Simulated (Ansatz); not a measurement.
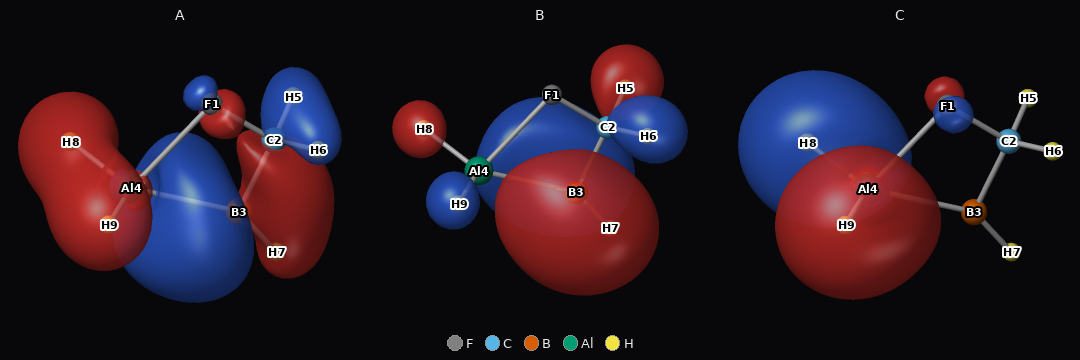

Figure. CH₅AlBF. Three frontier orbitals at ±0.08 Å⁻³ᐟ² (red and blue are the two phases), in no order.

Geometry: PBE0-D4/def2-TZVP.

Computed with RKS PBE0-D4/def2-TZVPP (Ansatz 0.2.0).

```yaml
atoms:
  - { symbol: F, position_ang: [-1.0554, 0.8268, -0.0824] }
  - { symbol: C, position_ang: [0.3392, 0.9867, -0.5360] }
  - { symbol: B, position_ang: [1.0575, -0.3312, -0.1420] }
  - { symbol: Al, position_ang: [-0.7231, -1.1319, 0.7030] }
  - { symbol: H, position_ang: [0.2604, 1.1850, -1.6088] }
  - { symbol: H, position_ang: [0.6918, 1.8917, -0.0329] }
  - { symbol: H, position_ang: [2.2143, -0.4803, -0.3911] }
  - { symbol: H, position_ang: [-1.6815, -2.0421, -0.1844] }
  - { symbol: H, position_ang: [-1.0147, -0.9510, 2.2576] }
```

Q: Order the three orbitals by energy and name them.

A: C is the HOMO−1 (−8.04 eV). It lies mainly on Al4 (about 35 %), H8 (about 30 %) and H9 (about 30 %). A is the HOMO (−7.03 eV). It lies mainly on B3 (about 40 %), Al4 (about 30 %), C2 (about 10 %), H8 (about 5 %) and H9 (about 5 %). B is the LUMO (−2.11 eV). Its weight (Hirshfeld) is mainly on B3 (about 60 %), C2 (about 10 %) and H7 (about 5 %).

Q: What is the HOMO–LUMO gap?

A: 4.92 eV between the orbital energies.
